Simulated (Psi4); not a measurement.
# AlH3 (SMILES [H][Al]([H])[H]): a first try and a second

Wanted: the excited states of AlH3, CIS/cc-pwCVTZ (density fitting, save jk yes).

The results are computed with Psi4 1.11.

10 further runs of the same task are left out: 1 that didn't finish, 9 set aside as unsound or not needed.

### Step 1. The molecule

AlH3 has 4 atoms, charge 0, and is taken as a singlet. As SMILES, `[H][Al]([H])[H]`. The shape comes from GFN2-xTB, which is rough for such elements, and wasn't checked as a minimum.

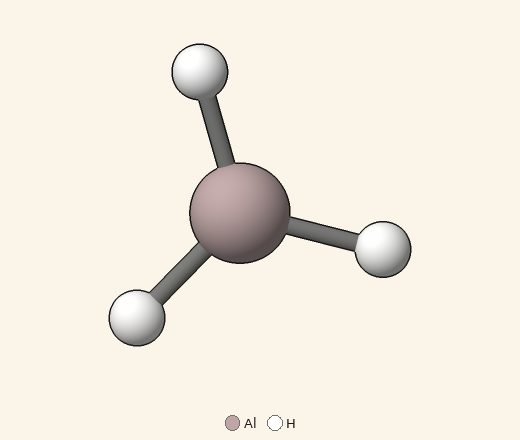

The structure, seen from a chosen angle (aluminium light grey, hydrogen white).

### Step 2. The input as first written

calc.dat

```
memory 1600 mb

molecule {
  0 1
  Al    -0.000010    -0.000020     0.000020
  H      1.552650    -0.030520     0.014610
  H     -0.749810     1.359840    -0.019120
  H     -0.802830    -1.329300     0.004480
}

set basis cc-pwCVTZ
set scf_type df
set save_jk true
set s_orthogonalization lowdin

from psi4.driver.procrouting.response.scf_response import tdscf_excitations
e, wfn = energy('scf', return_wfn=True)
states = tdscf_excitations(wfn, states=4, tda=True)
```

On the command line:

```console
$ psi4 calc.dat calc.out -n 1
```

calc.out:

```text
Psi4 1.11 release

RuntimeError:
Fatal Error: LOWDIN is not a valid choice

Printing out the relevant lines from the Psithon --> Python processed input file:
    """)
    core.IO.set_default_namespace("")
    core.set_global_option("BASIS", "cc-pwCVTZ")
    core.set_global_option("SCF_TYPE", "df")
    core.set_global_option("SAVE_JK", "true")
--> core.set_global_option("S_ORTHOGONALIZATION", "lowdin")
    from psi4.driver.procrouting.response.scf_response import tdscf_excitations
    e, wfn = energy('scf', return_wfn=True)
    states = tdscf_excitations(wfn, states=4, tda=True)

!----------------------------------------------------------------------------------!
!                                                                                  !
! Fatal Error: LOWDIN is not a valid choice                                        !
!                                                                                  !
!----------------------------------------------------------------------------------!

    Psi4 run time: 0:00:00.15
```

Run time: 1.8 s. Hardware: 1 thread of AMD EPYC 7R43 (Zen 3), shared host; peak memory 0.13 GiB.

### Step 3. Reading the log

The program refused the input.

The telling line is `Fatal Error: LOWDIN is not a valid choice`. What is wrong: an option has a value that the program doesn't accept. To mend it: s orthogonalization at its default in place of lowdin.

### Step 4. The mended input

alh3.inp

```
memory 1.6 GB

molecule {
  0 1
  Al    -0.000010    -0.000020     0.000020
  H      1.552650    -0.030520     0.014610
  H     -0.749810     1.359840    -0.019120
  H     -0.802830    -1.329300     0.004480
  units angstrom
}

set {
  basis cc-pwCVTZ
  scf_type df
  save_jk true
}

from psi4.driver.procrouting.response.scf_response import tdscf_excitations
energy_value, wavefunction = energy("scf", return_wfn=True)
states = tdscf_excitations(wavefunction, states=4, tda=True)
print_variables()
```

On the command line:

```console
$ psi4 -n 1 alh3.inp alh3.out
```

alh3.out:

```text
[...]
  Running in c1 symmetry.
[...]
  Nuclear repulsion =   13.879459646128723
[...]
  Multiplicity = 1
[...]
  Nalpha       = 8
  Nbeta        = 8
[...]
    Number of basis functions: 101
[...]
   @DF-RHF iter   1:  -243.63878999671630   -6.02471e-01   1.35589e-03 DIIS/ADIIS
[...]
   @DF-RHF iter   6:  -243.64601868044255   -2.38886e-08   1.48721e-07 DIIS
[...]
    Orbital Energies [Eh]
    ---------------------
    Doubly Occupied:
       1A    -58.467956     2A     -4.883827     3A     -3.198608
       4A     -3.196388     5A     -3.196387     6A     -0.573748
       7A     -0.434769     8A     -0.434758
[...]
  @DF-RHF Final Energy:  -243.64601868044255
   => Energetics <=
    Nuclear Repulsion Energy =             13.8794596461287227
    One-Electron Energy =                -366.2780818930589248
    Two-Electron Energy =                 108.7526035664876360
    Total Energy =                       -243.6460186804425518
[...]
 Multipole Moments:
 ------------------------------------------------------------------------------------
     Multipole            Electronic (a.u.)      Nuclear  (a.u.)        Total (a.u.)
 ------------------------------------------------------------------------------------
 L = 1.  Multiply by 2.5417464519 to convert [e a0] to [Debye]
 Dipole X            :         -0.0000702            0.0000350           -0.0000352
 Dipole Y            :         -0.0001355            0.0000699           -0.0000655
 Dipole Z            :          0.0001419           -0.0000787            0.0000632
 Magnitude           :                                                    0.0000976
[...]
**********                               WARNING                                **********
**********       The names of excited state variables changed between 1.5       **********
[...]
**********                               WARNING                                **********
**********  Length-gauge rotatory strengths are **NOT** gauge-origin invariant  **********
[...]
                                    Excitation Energy         Total Energy        Oscillator Strength             Rotatory Strength
[...]
Excited State    1 (1 A):   0.23362 au   195.03 nm f = 0.0000
[...]
Excited State    2 (1 A):   0.23363 au   195.03 nm f = 0.0000
[...]
Excited State    3 (1 A):   0.33848 au   134.61 nm f = 0.0000
[...]
Excited State    4 (1 A):   0.37437 au   121.71 nm f = 0.0390
[...]
**********                               WARNING                                **********
**********       The names of excited state variables changed between 1.5       **********
[...]
```

It took 6 s on 1 thread of AMD EPYC 7R43 (Zen 3), shared host; peak memory 0.28 GiB.

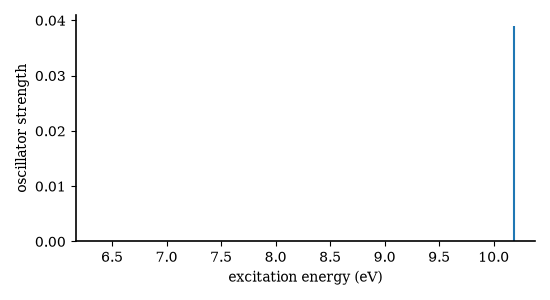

Vertical excitations as sticks.

The roots found:

| excited state | energy (eV) | strength | label |
| --- | --- | --- | --- |
| 1 | 6.357 | 0.0000 | A 1 |
| 2 | 6.357 | 0.0000 | A 1 |
| 3 | 9.210 | 0.0000 | A 1 |
| 4 | 10.187 | 0.0390 | A 1 |

### Step 5. What came out

At CIS/cc-pwCVTZ (density fitting, save jk yes):

```
                             quantity          value
    ground-state or mean-field energy  -243.64602 Eh
 dipole moment (Hartree–Fock density)         0.00 D
  HOMO energy (Hartree–Fock orbitals)      -11.83 eV
  LUMO energy (Hartree–Fock orbitals)        0.90 eV
HOMO–LUMO gap (Hartree–Fock orbitals)       12.73 eV
             lowest excitation energy        6.36 eV
```

**Reading.** The brightest of the 4 transitions from the ground state lies at 10.19 eV (122 nm, f = 0.039); the lowest, at 6.36 eV, has f = 0.000. The basis has no diffuse functions, so Rydberg states are missing or pushed up, and the true lowest state may lie lower.
